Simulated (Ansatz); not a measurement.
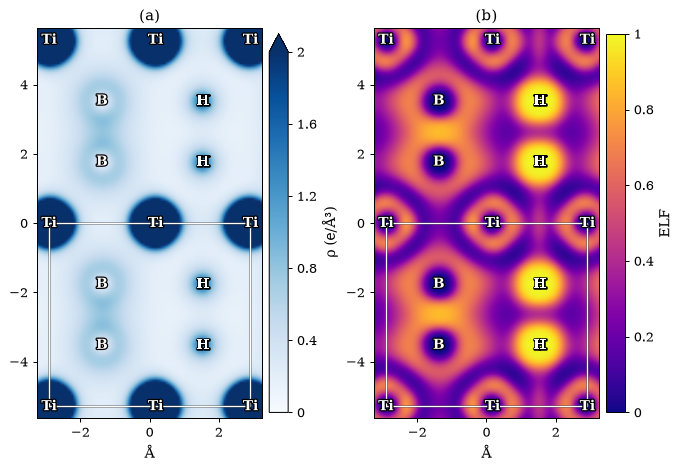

Figure 1: TiBH. (a) valence charge density (pseudo); (b) ELF on the (110) plane of the conventional cell.

Space group P6/mmm; a structure generated by program, which may or may not match a known phase; computed without spin polarisation.

Theory: DFT PBE, scalar-relativistic, plane waves, PAW in Ansatz.

In a PAW calculation such maps are meaningful between the atoms, not at the nuclei.

Input file:

```
crystal:
  lattice:
    - [3.047644642, 0.0, 0.0]
    - [-1.523822321, 2.6393376817, 0.0]
    - [0.0, 0.0, 5.8289421777]
  atoms:
    - { symbol: Ti, position: [0.0, 0.0, 0.7343118562] }
    - { symbol: Ti, position: [0.0, 0.0, 0.2656881438] }
    - { symbol: B, position: [0.3333333333, 0.6666666667, 0.0] }
    - { symbol: B, position: [0.6666666667, 0.3333333333, 0.0] }
    - { symbol: H, position: [0.3333333333, 0.6666666667, 0.5] }
    - { symbol: H, position: [0.6666666667, 0.3333333333, 0.5] }
basis:
  ecutwfc: 420
kpoints:
  mp_grid: { grid: [15, 15, 6] }
hamiltonian:
  xc: pbe
scf:
  occupations: { method: gaussian, width: 0.1 }
output:
  forces: true
  stress: true
  eigenvalues: true
  write_density: true
  write_potential: true
  elf: true
  volumetric_format: npy
relax:
  adjacent_minimum: "off"
  f_tol: 0.01
  max_steps: 80
  cell: { stress_tol: 0.05 }
```

Launched as:

```sh
ansatz run input.yaml --threads 1 --pin off --max-ram 2048MiB --backend cpu --events-out ev --progress --plain --runs-dir out
```

Below, planes, directions and counts refer to the conventional cell (a = 3.05 Å, b = 3.05 Å, c = 5.82 Å, α = 90.00°, β = 90.00°, γ = 120.00°).

The fields are those of the run's last geometry, not of the input's.

What do the fields say about this system?

The section cuts through Ti, B and H sites. B–B (1.76 Å): the density is about 0.8 e/Å³ at the midpoint; the ELF peaks at about 0.85 between the atoms. Ti–H (2.23 Å): ρ is about 0.23 e/Å³ halfway; the ELF climbs to about 1 towards the hydrogen. Ti–B (2.34 Å): the density is about 0.35 e/Å³ at the midpoint; the ELF peaks at about 0.60 in the valence shell of B, 0.8 Å from its nucleus, and is about 0.20 at the midpoint; no shared electron pair shows on this line. Ti–Ti (2.74 Å): ρ is about 0.28 e/Å³ halfway; the ELF is about 0.45 at the midpoint. Between the atoms the lowest density in this plane is 0.15 e/Å³. The features right at Ti lie inside the PAW spheres, where the map follows smoothed inner orbitals and isn't to be read closely.
